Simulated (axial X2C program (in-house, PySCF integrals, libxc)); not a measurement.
# A two-component session on TaO: properties at the nuclei

Wanted for TaO: properties at the nuclei, at the two-component level.

Program: an in-house X2C program for linear molecules on PySCF integrals. Level of theory: two-component X2C with atomic mean-field terms, Ta dyall-cv3z, O dyall-av3z. These are calculated values, not measurements.

### Step 1. Set-up

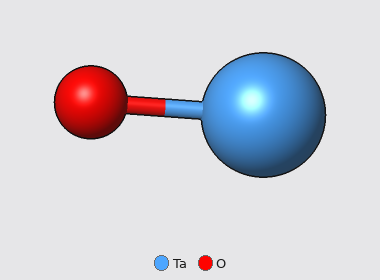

The two atoms at 1.830 Å (tantalum blue, oxygen red).

task.json reads:

```json
{
 "zs": [
  73,
  8
 ],
 "q": 0,
 "bas": [
  "dyall-cv3z",
  "dyall-av3z"
 ],
 "r0": 1.83,
 "levels": [
  "PBE0",
  "HF",
  "PBE50",
  "B3LYP",
  "TPSSh"
 ],
 "nst": 3
}
```

Keys: zs atomic numbers; q charge; bas basis sets; r0 starting distance in Å; levels methods (HF also brings MP2); nst determinants followed.

Run with:

```console
python soeom.py task.json out
```

Nuclei are Gaussian, cores are contracted, and the Gaunt term is on.

### Step 2. Expectation values, lowest determinant

R = 1.676 Å. State: Ω = 3/2 (excess of +ω over −ω: ω = 3/2).

Output of the PBE0 run:

```text
two-component X2C + atomic mean field  PBE0
basis functions 239  fitting functions 1188  grid points 5073
iter        total energy     max residual
   1     -15678.800629632     3.29e-06
   2     -15678.800629637     4.83e-06
   3     -15678.800629638     3.11e-06
converged
one-electron -21867.95608186  Coulomb 6347.09345718  exact exchange -80.88817824  xc functional -248.08943177  nuclear repulsion 184.39110452  atomic mean-field constant -13.35149946
```

The highest occupied spinor is 63% Ta s, 11% Ta d, 10% O p.

| level | Eeff magnitude (GV/cm) | Ws magnitude Ta (kHz) | A∥/gI Ta (MHz) | qzz Ta (a.u.) | A∥/gI O (MHz) | qzz O (a.u.) | μ (D) |
| --- | --- | --- | --- | --- | --- | --- | --- |
| PBE0 | 10.6 | 7.11 | 615 | -4.59 | 2.21 | -0.49 | -2.80 |
| HF | 97.9 | 65.3 | -388 | -4.32 | 5.54 | -0.64 | -2.95 |
| PBE50 | 22.4 | 14.9 | 488 | -4.80 | 1.07 | -0.52 | -3.02 |
| B3LYP | 6.75 | 4.68 | 685 | -4.63 | 2.79 | -0.50 | -2.85 |
| TPSSh | 8.98 | 6 | 669 | -4.68 | 2.75 | -0.52 | -2.70 |

Eeff is the effective electric field on the electron dipole moment in this Ω state and Ws the scalar–pseudoscalar constant (defined with the proton number Z and per Ω); A∥ is the parallel hyperfine constant, which follows by multiplying with the nuclear g factor gI = μI/(I μN); qzz is the electric field gradient, eQq0 = 234.96 MHz × Q/barn × qzz; μ is positive if O is the positive end. The operators were transformed with the bare-nucleus X2C matrices.

### Step 3. Expectation values, a higher determinant

R = 1.676 Å. State: Ω = 3/2 (excess of +ω over −ω: ω = 1/2, ω = -3/2, ω = 5/2), 0.31 eV above the lowest in the PBE0 search for states (made at or near this distance, with looser thresholds).

Output of the PBE0 run:

```text
two-component X2C + atomic mean field  PBE0
basis functions 239  fitting functions 1188  grid points 5073
iter        total energy     max residual
   1     -15678.789348092     5.39e-06
   2     -15678.789348091     1.10e-05
   3     -15678.789348094     2.68e-06
   4     -15678.789348094     1.77e-06
converged
one-electron -21873.31293431  Coulomb 6352.62098272  exact exchange -80.93178628  xc functional -248.20521529  nuclear repulsion 184.39110452  atomic mean-field constant -13.35149946
```

The highest occupied spinor is 97% Ta d.

| level | Eeff magnitude (GV/cm) | Ws magnitude Ta (kHz) | A∥/gI Ta (MHz) | qzz Ta (a.u.) | A∥/gI O (MHz) | qzz O (a.u.) | μ (D) |
| --- | --- | --- | --- | --- | --- | --- | --- |
| PBE0 | 34.3 | 20.8 | 3560 | -0.12 | 12.3 | -0.42 | -4.26 |
| HF | 44.4 | 26.7 | 2990 | -0.12 | -14.2 | -0.52 | -5.15 |
| PBE50 | 36.6 | 22.2 | 3530 | 0.01 | 7.76 | -0.44 | -4.67 |
| B3LYP | 34.5 | 21 | 3650 | -0.25 | 13.9 | -0.42 | -4.18 |
| TPSSh | 31.7 | 19.1 | 3560 | -0.21 | 14.4 | -0.43 | -4.12 |

### Step 4. Expectation values, a higher determinant

R = 1.676 Å. State: Ω = 5/2 (excess of +ω over −ω: ω = 5/2), 0.47 eV above the lowest in the PBE0 search for states (made at or near this distance, with looser thresholds).

Output of the PBE0 run:

```text
two-component X2C + atomic mean field  PBE0
basis functions 239  fitting functions 1188  grid points 5073
iter        total energy     max residual
   1     -15678.783517347     5.25e-06
   2     -15678.783517359     8.37e-06
   3     -15678.783517361     2.29e-06
   4     -15678.783517364     1.66e-06
   5     -15678.783517366     8.17e-07
converged
one-electron -21867.49191082  Coulomb 6346.63750517  exact exchange -80.88646958  xc functional -248.08224720  nuclear repulsion 184.39110452  atomic mean-field constant -13.35149946
```

The highest occupied spinor is 63% Ta s, 11% Ta d, 10% O p.

| level | Eeff magnitude (GV/cm) | Ws magnitude Ta (kHz) | A∥/gI Ta (MHz) | qzz Ta (a.u.) | A∥/gI O (MHz) | qzz O (a.u.) | μ (D) |
| --- | --- | --- | --- | --- | --- | --- | --- |
| PBE0 | 9.83 | 3.76 | 455 | -4.99 | 0.228 | -0.50 | -2.78 |
| HF | 83.7 | 32.5 | 854 | -5.63 | -12.3 | -0.65 | -2.91 |
| PBE50 | 16 | 6.15 | 492 | -5.11 | -2.14 | -0.52 | -3.02 |
| B3LYP | 6.37 | 2.45 | 425 | -5.04 | 0.457 | -0.50 | -2.83 |
| TPSSh | 9.18 | 3.49 | 447 | -5.12 | 1.52 | -0.52 | -2.68 |

### Step 5. Summary of results

| quantity | value |
| --- | --- |
| lowest determinant | Ω = 3/2 (excess of +ω over −ω: ω = 3/2) |
| Eeff magnitude (GV/cm), PBE0 | 10.6 |
| Ws magnitude Ta (kHz), PBE0 | 7.11 |
| A∥/gI Ta (MHz), PBE0 | 615 |
| qzz Ta (a.u.), PBE0 | -4.59 |
| higher determinant | Ω = 3/2 (excess of +ω over −ω: ω = 1/2, ω = -3/2, ω = 5/2) |
| Eeff magnitude (GV/cm), PBE0, higher determinant | 34.3 |
| Ws magnitude Ta (kHz), PBE0, higher determinant | 20.8 |
| A∥/gI Ta (MHz), PBE0, higher determinant | 3560 |
| qzz Ta (a.u.), PBE0, higher determinant | -0.12 |
| higher determinant | Ω = 5/2 (excess of +ω over −ω: ω = 5/2) |
| Eeff magnitude (GV/cm), PBE0, higher determinant | 9.83 |
| Ws magnitude Ta (kHz), PBE0, higher determinant | 3.76 |
| A∥/gI Ta (MHz), PBE0, higher determinant | 455 |
| qzz Ta (a.u.), PBE0, higher determinant | -4.99 |

In the first state, the effective field runs from 6.75 to 97.9 GV/cm over the mean-field levels, so the levels don't agree on it. The expectation values come from single determinants, which for open shells can mix terms of unlike spin or miss the lowest Ω, so a determinant need not be a state. Eeff is the effective electric field on the electron dipole moment in this Ω state and Ws the scalar–pseudoscalar constant (defined with the proton number Z and per Ω); A∥ is the parallel hyperfine constant, which follows by multiplying with the nuclear g factor gI = μI/(I μN); qzz is the electric field gradient, eQq0 = 234.96 MHz × Q/barn × qzz; μ is positive if O is the positive end. The operators were transformed with the bare-nucleus X2C matrices.
